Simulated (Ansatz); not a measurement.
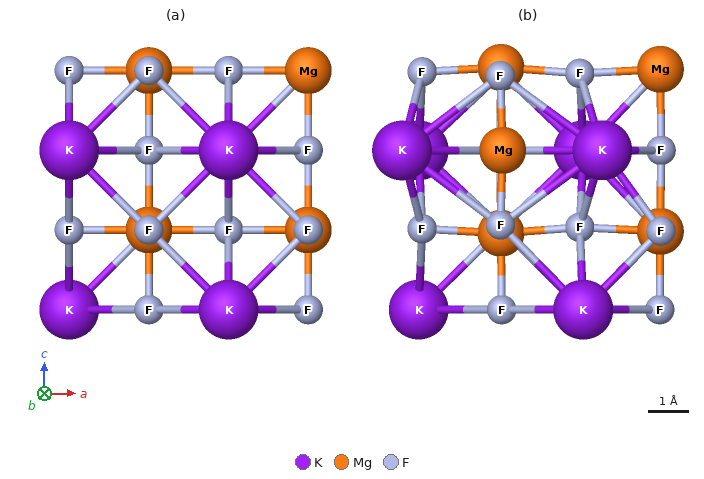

Left: perfect KMgF$_{3}$. Right: the same region with a pair of point defects, after relaxing the atoms in a supercell of 40 sites. Style: ball-and-stick. Shown: the atoms within 4.6 Å of one point, along the b axis.

Level of theory: DFT, PBEsol, PAW, plane waves in Ansatz 0.2.0. (plane-wave cutoff 420 eV; k-point mesh 1 × 1 × 1; mesh shifted by (0.25, 0.25, 0.25); no spin polarisation) Fermi-Dirac smearing of 0.01 eV. A uniform background neutralises the charged cell. The axes drawn are those of the host's conventional cell.

### What kind of defect was made?

A fluorine atom is replaced by magnesium and an extra fluorine atom is put between the host's atoms (an interstitial), the two sites 3.5 Å apart.

The charge state of the cell is +2.

### What does the relaxation do around it?

In the host the F atom has 2 Mg at 2.00 Å; the Mg atom ends with 4 F at 1.87 Å. The F atom starts with 2 K at 1.99 to 2.00 Å, 4 F at 1.99 to 2.00 Å around its place and ends with 2 Mg at 1.99 to 2.02 Å. Of the host's atoms, a fluorine atom moves furthest from its site, by 2.84 Å. The Mg atom itself moves 2.00 Å from where it was put. The F atom itself moves 2.06 Å from where it was put.

Limits of the set-up: the periodic images lie only 8.0 Å apart, so the values are limited by the cell's size; the cell is charged, on a uniform background, and energies carry no finite-size correction.
